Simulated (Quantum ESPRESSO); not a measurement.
## Collinear magnetic orders of SiNi with Quantum ESPRESSO

Wanted: the moments of SiNi and the energy of each order that was tried.

Calculated with Quantum ESPRESSO 7.5; PBEsol; plane waves with GBRV 1.5 PBEsol potentials, no spin-orbit coupling.

## (1) Set-up

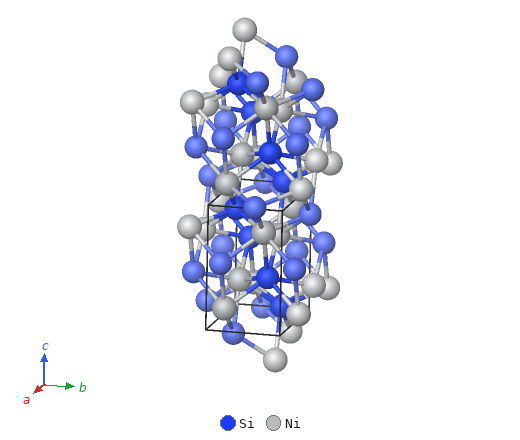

The cell as given, slightly off an axis (silicon blue, nickel light grey). 1×1×2 cells are drawn. Some periodic images of atoms are drawn too.

Coordinates:

```cif
data_structure
_symmetry_space_group_name_H-M 'P 1'
_symmetry_Int_Tables_number 1
_cell_length_a 5.1731
_cell_length_b 3.3381
_cell_length_c 5.6049
_cell_angle_alpha 90.000
_cell_angle_beta 90.000
_cell_angle_gamma 90.000
_cell_volume 96.79
loop_
_atom_site_label
_atom_site_type_symbol
_atom_site_fract_x
_atom_site_fract_y
_atom_site_fract_z
_atom_site_occupancy
Si1 Si 0.32128 0.75000 0.08250 1
Si2 Si 0.17872 0.25000 0.58250 1
Si3 Si 0.82128 0.75000 0.41750 1
Si4 Si 0.67872 0.25000 0.91750 1
Ni5 Ni 0.00779 0.25000 0.18752 1
Ni6 Ni 0.49221 0.75000 0.68752 1
Ni7 Ni 0.50779 0.25000 0.31248 1
Ni8 Ni 0.99221 0.75000 0.81248 1
```

The cell comes from the Crystallography Open Database.

## (2) Run 1 (ferro ++++)

The signs are those of the starting moments on the seeded atoms, the atoms that are given a moment.

Contents of pw.in:

```
&CONTROL
  calculation = 'scf'
  prefix = 'pwscf'
  outdir = './tmp'
  pseudo_dir = './pseudo'
  disk_io = 'nowf'
/
&SYSTEM
  ibrav = 0
  celldm(1) = 8
  nat = 8
  ntyp = 2
  ecutwfc = 40
  ecutrho = 280
  nbnd = 59
  occupations = 'smearing'
  smearing = 'fd'
  degauss = 0.00734986
  nspin = 2
  starting_magnetization(1) = 0
  starting_magnetization(2) = 0.0556
/
&ELECTRONS
  conv_thr = 1.6d-08
  electron_maxstep = 150
  mixing_beta = 0.3
/
ATOMIC_SPECIES
Si     28.0850 si_pbesol_v1.uspp.F.UPF
Ni     58.6934 ni_pbesol_v1.4.uspp.F.UPF
CELL_PARAMETERS alat
   1.2219677769127    0.0000000000000    0.0000000000000
   0.0000000000000    0.7885118470767    0.0000000000000
   0.0000000000000    0.0000000000000    1.3239657444894
ATOMIC_POSITIONS crystal
Si      0.3212800000    0.7500000000    0.0825000000
Si      0.1787200000    0.2500000000    0.5825000000
Si      0.8212800000    0.7500000000    0.4175000000
Si      0.6787200000    0.2500000000    0.9175000000
Ni      0.0077900000    0.2500000000    0.1875200000
Ni      0.4922100000    0.7500000000    0.6875200000
Ni      0.5077900000    0.2500000000    0.3124800000
Ni      0.9922100000    0.7500000000    0.8124800000
K_POINTS automatic
8 8 8 0 0 0
```

On the command line:

```bash
$ OMP_NUM_THREADS=1 mpirun -n 4 pw.x -nk 4 -in pw.in > pw.out
```

The program printed:

```text
Program PWSCF v.7.5 starts

     Message from routine setup:
     using ibrav=0 with symmetry is DISCOURAGED, use correct ibrav instead

     K-points division:     npool     =       4
     Subspace diagonalization in iterative solution of the eigenvalue problem:

     G-vector sticks info
     --------------------
     sticks:   dense  smooth     PW     G-vecs:    dense   smooth      PW
     Sum        1361     787    231                51577    22357    3769

     Using Slab Decomposition

     bravais-lattice index     =            0
     lattice parameter (alat)  =       8.0000  a.u.
     unit-cell volume          =     653.1526 (a.u.)^3
     number of atoms/cell      =            8
     number of atomic types    =            2
     number of electrons       =        88.00
     number of Kohn-Sham states=           59
     kinetic-energy cutoff     =      40.0000  Ry
     charge density cutoff     =     280.0000  Ry
     scf convergence threshold =      1.6E-08
     mixing beta               =       0.3000
     number of iterations used =            8  plain     mixing
     Exchange-correlation= SLA  PW   PSX  PSC
                           (   1   4  10   8   0   0   0)

     celldm(1)=   8.000000  celldm(2)=   0.000000  celldm(3)=   0.000000
     celldm(4)=   0.000000  celldm(5)=   0.000000  celldm(6)=   0.000000

     crystal axes: (cart. coord. in units of alat)
               a(1) = (   1.221968   0.000000   0.000000 )
               a(2) = (   0.000000   0.788512   0.000000 )
               a(3) = (   0.000000   0.000000   1.323966 )

     reciprocal axes: (cart. coord. in units 2 pi/alat)
               b(1) = (  0.818352  0.000000  0.000000 )
               b(2) = (  0.000000  1.268212  0.000000 )
               b(3) = (  0.000000  0.000000  0.755307 )

     PseudoPot. # 1 for Si read from file:
     si_pbesol_v1.uspp.F.UPF
     Pseudo is Ultrasoft + core correction, Zval =  4.0
     Generated by new atomic code, or converted to UPF format
     Using radial grid of  899 points,  6 beta functions with:
                l(1) =   0
                l(2) =   0
                l(3) =   1
                l(4) =   1
                l(5) =   2
                l(6) =   2
     Q(r) pseudized with  8 coefficients,  rinner =    0.900   0.900   0.900
                                                       0.900   0.900

     PseudoPot. # 2 for Ni read from file:
     ni_pbesol_v1.4.uspp.F.UPF
     Pseudo is Ultrasoft + core correction, Zval = 18.0
     Generated by new atomic code, or converted to UPF format
     Using radial grid of  865 points,  6 beta functions with:
                l(1) =   0
                l(2) =   0
                l(3) =   1
                l(4) =   1
                l(5) =   2
                l(6) =   2
     Q(r) pseudized with 10 coefficients,  rinner =    0.980   0.980   0.980
                                                       0.980   0.980

     atomic species   valence    mass     pseudopotential
     Si                4.00    28.08500     Si( 1.00)
     Ni               18.00    58.69340     Ni( 1.00)

     Starting magnetic structure
     atomic species   magnetization
     Si              0.000
     Ni              0.056

      8 Sym. Ops., with inversion, found ( 6 have fractional translation)

   Cartesian axes

     site n.     atom                  positions (alat units)
         1        Si     tau(   1) = (   0.3925938   0.5913839   0.1092272  )
         2        Si     tau(   2) = (   0.2183901   0.1971280   0.7712100  )
         3        Si     tau(   3) = (   1.0035777   0.5913839   0.5527557  )
         4        Si     tau(   4) = (   0.8293740   0.1971280   1.2147386  )
         5        Ni     tau(   5) = (   0.0095191   0.1971280   0.2482701  )
         6        Ni     tau(   6) = (   0.6014648   0.5913839   0.9102529  )
         7        Ni     tau(   7) = (   0.6205030   0.1971280   0.4137128  )
         8        Ni     tau(   8) = (   1.2124486   0.5913839   1.0756957  )

     number of k points=   125  Fermi-Dirac smearing, width (Ry)=  0.0073

     Number of k-points >= 100: set verbosity='high' to print them.

     Dense  grid:    51577 G-vectors     FFT dimensions: (  54,  36,  60)

     Smooth grid:    22357 G-vectors     FFT dimensions: (  40,  30,  48)

     Check: negative core charge=   -0.000008
     Generating pointlists ...
     new r_m :   0.2219 (alat units)  1.7756 (a.u.) for type    1
     new r_m :   0.2219 (alat units)  1.7756 (a.u.) for type    2

     Initial potential from superposition of free atoms

     starting charge      79.9974, renormalised to      88.0000
     Starting wfcs are   68 randomized atomic wfcs

     Self-consistent Calculation

     iteration #  1     ecut=    40.00 Ry     beta= 0.30
     Davidson diagonalization with overlap
     ethr =  1.00E-02,  avg # of iterations =  6.8

     total energy              =   -1346.58665295 Ry
     estimated scf accuracy    <     215.02676015 Ry

     total magnetization       =     0.27 Bohr mag/cell
     absolute magnetization    =     0.36 Bohr mag/cell

     iteration #  2     ecut=    40.00 Ry     beta= 0.30
     Davidson diagonalization with overlap
     ethr =  1.00E-02,  avg # of iterations =  3.1

     total energy              =   -1409.27368570 Ry
     estimated scf accuracy    <      59.41783160 Ry

     total magnetization       =     0.10 Bohr mag/cell
     absolute magnetization    =     0.16 Bohr mag/cell

     iteration #  3     ecut=    40.00 Ry     beta= 0.30
     Davidson diagonalization with overlap
     ethr =  1.00E-02,  avg # of iterations =  2.0

     total energy              =   -1410.77739165 Ry
     estimated scf accuracy    <      10.50816695 Ry

     total magnetization       =     0.12 Bohr mag/cell
     absolute magnetization    =     0.34 Bohr mag/cell

     [... further iterations left out ...]

     iteration # 14     ecut=    40.00 Ry     beta= 0.30
     Davidson diagonalization with overlap
     ethr =  1.73E-08,  avg # of iterations =  3.9

     total energy              =   -1410.91971774 Ry
     estimated scf accuracy    <       0.00001179 Ry

     total magnetization       =    -0.00 Bohr mag/cell
     absolute magnetization    =     0.00 Bohr mag/cell

     iteration # 15     ecut=    40.00 Ry     beta= 0.30
     Davidson diagonalization with overlap
     ethr =  1.34E-08,  avg # of iterations =  1.0

     total energy              =   -1410.91971781 Ry
     estimated scf accuracy    <       0.00000189 Ry

     total magnetization       =    -0.00 Bohr mag/cell
     absolute magnetization    =     0.00 Bohr mag/cell

     iteration # 16     ecut=    40.00 Ry     beta= 0.30
     Davidson diagonalization with overlap
     ethr =  2.15E-09,  avg # of iterations =  2.0

     total energy              =   -1410.91971826 Ry
     estimated scf accuracy    <       0.00000066 Ry

     total magnetization       =    -0.00 Bohr mag/cell
     absolute magnetization    =     0.00 Bohr mag/cell

     iteration # 17     ecut=    40.00 Ry     beta= 0.30
     Davidson diagonalization with overlap
     ethr =  7.53E-10,  avg # of iterations =  1.3

     Magnetic moment per site  (integrated on atomic sphere of radius R)
     atom   1 (R=0.222)  charge=  1.6504  magn=  0.0000
     atom   2 (R=0.222)  charge=  1.6504  magn=  0.0000
     atom   3 (R=0.222)  charge=  1.6504  magn=  0.0000
     atom   4 (R=0.222)  charge=  1.6504  magn=  0.0000
     atom   5 (R=0.222)  charge= 16.3330  magn= -0.0000
     atom   6 (R=0.222)  charge= 16.3330  magn= -0.0000
     atom   7 (R=0.222)  charge= 16.3330  magn= -0.0000
     atom   8 (R=0.222)  charge= 16.3330  magn= -0.0000

     End of self-consistent calculation

     Number of k-points >= 100: set verbosity='high' to print the bands.

     the Fermi energy is    14.4569 ev

!    total energy              =   -1410.91971834 Ry
     estimated scf accuracy    <          3.5E-09 Ry
     smearing contrib. (-TS)   =      -0.00520785 Ry
     internal energy E=F+TS    =   -1410.91451048 Ry

     The total energy is F=E-TS. E is the sum of the following terms:
     one-electron contribution =   -1049.29465738 Ry
     hartree contribution      =     571.71618865 Ry
     xc contribution           =    -158.43134228 Ry
     ewald contribution        =    -774.90469947 Ry

     total magnetization       =    -0.00 Bohr mag/cell
     absolute magnetization    =     0.00 Bohr mag/cell

     convergence has been achieved in  17 iterations

=------------------------------------------------------------------------------=
   JOB DONE.
=------------------------------------------------------------------------------=
```

Elapsed: 7 min, on 4 MPI ranks of Arm Neoverse V1, shared host; peak memory 1.1 GiB.

The spin moment in the atom's sphere vanishes on all atoms.

Read from the output:

| Quantity | Value |
| --- | --- |
| smearing term TS | 0.07086 eV |
| magnetization | 0 μB |
| absolute magnetization | 0 μB |
| final state | non-magnetic |

(Continued in part 2 of 2.)

[Logs and program files are shortened in this print: banners, set-up blocks, solver, clock and traceback lines can be left out without a mark of their own.]

[Logs are printed without paths, hosts, clocks, repeated set-up lines and the standing remarks that a program may print on its own settings, such as how far it seeks lower states.]

[Hosts, paths, dates, database ids (printed as entryN), source tags and the programs' standing remarks are cut or masked in the printed files.]

[Where a cell is said to come from a database of computed structures, the database is the Materials Project.]
